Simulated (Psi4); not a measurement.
# AlClF2 (SMILES [F][Al]([F])[Cl]) at PBE/def2-TZVP (sweep point 3)

Aim: the vertical ionisation energy of AlClF2 at PBE/def2-TZVP (sweep point 3), from 2 runs. The job is set up through a Python script.

The calculation is run with Psi4 1.11.

### Step 1. Starting point

The species is AlClF2 (4 atoms), meant as a singlet with charge 0. As SMILES, `[F][Al]([F])[Cl]`. Geometry: relaxed at PBE0-D4/def2-TZVP.

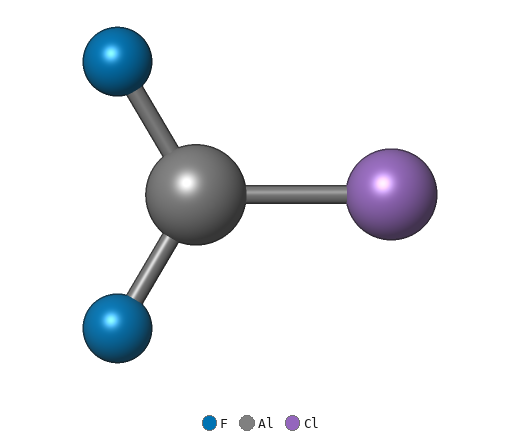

Viewed from a chosen angle; fluorine blue, aluminium grey, chlorine purple.

### Step 2. The energy at PBE/def2-TZVP (sweep point 3)

Input file alclf2.py:

```python
import psi4

psi4.set_memory(1600000000)
psi4.set_num_threads(1)
psi4.set_output_file('output.dat', False)

mol = psi4.geometry("""
F      0.997200     0.721760     1.149640
Al     0.069280    -0.050750     0.053570
F      0.273490    -1.653820    -0.164660
Cl    -1.339980     0.982810    -1.038560
symmetry c1
""")

psi4.set_options({
    'basis': 'def2-TZVP',
    'puream': True,
    'scf_type': 'pk',
    'dft_radial_points': 99,
    'dft_spherical_points': 590,
})

energy_value = psi4.energy('pbe', molecule=mol)
print(f'total energy {energy_value:.8f} hartree = {energy_value * 27.211386:.5f} eV')
```

The run is started by

```bash
$ python alclf2.py
```

output.dat:

```text
[...]
  Running in c1 symmetry.
[...]
  Nuclear repulsion =  198.347935170660406
[...]
  Multiplicity = 1
[...]
  Nalpha       = 24
  Nbeta        = 24
[...]
    Number of basis functions: 136
[...]
   @RKS iter   1:  -901.93621527979951   -3.38123e-01   6.07974e-03 ADIIS/DIIS
[...]
   @RKS iter   8:  -902.13912404041389   -9.29186e-07   6.38782e-07 DIIS
[...]
    Orbital Energies [Eh]
    ---------------------
    Doubly Occupied:
       1A   -100.672492     2A    -55.436194     3A    -24.247077
       4A    -24.247072     5A     -9.188133     6A     -7.007465
       7A     -7.003491     8A     -7.002573     9A     -3.995367
      10A     -2.602548    11A     -2.595343    12A     -2.594764
      13A     -1.075068    14A     -1.066860    15A     -0.764303
      16A     -0.445596    17A     -0.407210    18A     -0.392003
      19A     -0.384546    20A     -0.370111    21A     -0.363043
      22A     -0.362534    23A     -0.319541    24A     -0.311084
[...]
  @RKS Final Energy:  -902.13912404041389
   => Energetics <=
    Nuclear Repulsion Energy =            198.3479351706604064
    One-Electron Energy =               -1647.3898526762563961
    Two-Electron Energy =                 614.3865864904782939
    DFT Exchange-Correlation Energy =     -67.4837930252961087
    Empirical Dispersion Energy =           0.0000000000000000
    VV10 Nonlocal Energy =                  0.0000000000000000
    Total Energy =                       -902.1391240404138898
[...]
 Multipole Moments:
 ------------------------------------------------------------------------------------
     Multipole            Electronic (a.u.)      Nuclear  (a.u.)        Total (a.u.)
 ------------------------------------------------------------------------------------
 L = 1.  Multiply by 2.5417464519 to convert [e a0] to [Debye]
 Dipole X            :          0.6878064           -0.8142203           -0.1264138
 Dipole Y            :         -0.5042900            0.5972125            0.0929225
 Dipole Z            :          0.5327275           -0.6311056           -0.0983781
 Magnitude           :                                                    0.1851845
[...]
```

Standard output:

```text
total energy -902.13912404 hartree = -24548.45593 eV
```

Run time: 20 s. Hardware: 1 thread of Intel Xeon at 2.70GHz, shared host; peak memory 0.98 GiB.

### Step 3. The doublet cation at the same level

Input file alclf2.py:

```python
import psi4

psi4.set_memory('1600 MB')
psi4.set_num_threads(1)
psi4.set_output_file('alclf2.out', False)

m = psi4.geometry("""
1 2
F      0.997200     0.721760     1.149640
Al     0.069280    -0.050750     0.053570
F      0.273490    -1.653820    -0.164660
Cl    -1.339980     0.982810    -1.038560
units angstrom
symmetry c1
""")

psi4.set_options(dict(reference='uks', puream=True, scf_type='pk', dft_radial_points=99, dft_spherical_points=590, maxiter=100))

e = psi4.energy('pbe/def2-TZVP')
print(f'total energy {e:.8f} hartree = {e * 27.211386:.5f} eV')
```

The run is started by

```bash
$ python alclf2.py
```

alclf2.out:

```text
[...]
  Running in c1 symmetry.
[...]
  Nuclear repulsion =  198.347935170660406
[...]
  Multiplicity = 2
[...]
  Nalpha       = 24
  Nbeta        = 23
[...]
    Number of basis functions: 136
[...]
   @UKS iter   1:  -901.47252672373247    1.25566e-01   5.77142e-03 DIIS/ADIIS
[...]
   @UKS iter  13:  -901.69066878982028   -4.72039e-08   1.05971e-07 DIIS
[...]
   @S^2 Observed:                7.524236199E-01
[...]
    Orbital Energies [Eh]
    ---------------------
    Alpha Occupied:
       1A   -101.003738     2A    -55.693558     3A    -24.505963
       4A    -24.505958     5A     -9.515311     6A     -7.341424
       7A     -7.331009     8A     -7.326306     9A     -4.251674
      10A     -2.858132    11A     -2.852368    12A     -2.850972
      13A     -1.325190    14A     -1.317168    15A     -1.077705
      16A     -0.698251    17A     -0.656076    18A     -0.654733
      19A     -0.634729    20A     -0.628430    21A     -0.623994
      22A     -0.612493    23A     -0.608760    24A     -0.603500
    Alpha Virtual:
      25A     -0.311181    26A     -0.269341    27A     -0.199423
[...]
  @UKS Final Energy:  -901.69066878982028
   => Energetics <=
    Nuclear Repulsion Energy =            198.3479351706604064
    One-Electron Energy =               -1634.2869629729937060
    Two-Electron Energy =                 601.3687670622799715
    DFT Exchange-Correlation Energy =     -67.1204080497668798
    Empirical Dispersion Energy =           0.0000000000000000
    VV10 Nonlocal Energy =                  0.0000000000000000
    Total Energy =                       -901.6906687898202790
[...]
 Multipole Moments:
 ------------------------------------------------------------------------------------
     Multipole            Electronic (a.u.)      Nuclear  (a.u.)        Total (a.u.)
 ------------------------------------------------------------------------------------
 L = 1.  Multiply by 2.5417464519 to convert [e a0] to [Debye]
 Dipole X            :          0.0932480           -0.8142203           -0.7209723
 Dipole Y            :         -0.0681900            0.5972125            0.5290226
 Dipole Z            :          0.0719023           -0.6311056           -0.5592032
 Magnitude           :                                                    1.0546915
[...]
```

Standard output:

```text
total energy -901.69066879 hartree = -24536.25284 eV
```

Run time: 29 s. Hardware: 1 thread of Intel Xeon at 2.70GHz, shared host; peak memory 0.98 GiB.

### Step 4. Outcome

At PBE/def2-TZVP (sweep point 3):

| quantity | value |
| --- | --- |
| singlet AlClF2: total energy | -902.13912 Eh |
| singlet AlClF2: dipole moment | 0.47 D |
| singlet AlClF2: HOMO energy | -8.47 eV |
| singlet AlClF2: LUMO energy | -2.26 eV |
| singlet AlClF2: HOMO–LUMO gap | 6.20 eV |
| doublet cation: total energy | -901.69067 Eh |
| doublet cation: HOMO energy (highest over α and β) | -16.18 eV |
| doublet cation: LUMO energy (lowest over α and β) | -15.74 eV |
| doublet cation: ⟨S²⟩ | 0.752 |
| vertical ionisation energy (to the doublet cation) | 12.203 eV |

What this shows: The vertical ionisation energy comes to 12.20 eV (281 kcal/mol). −ε(HOMO) before ionisation, 8.47 eV, is 3.74 eV below this ionisation energy.
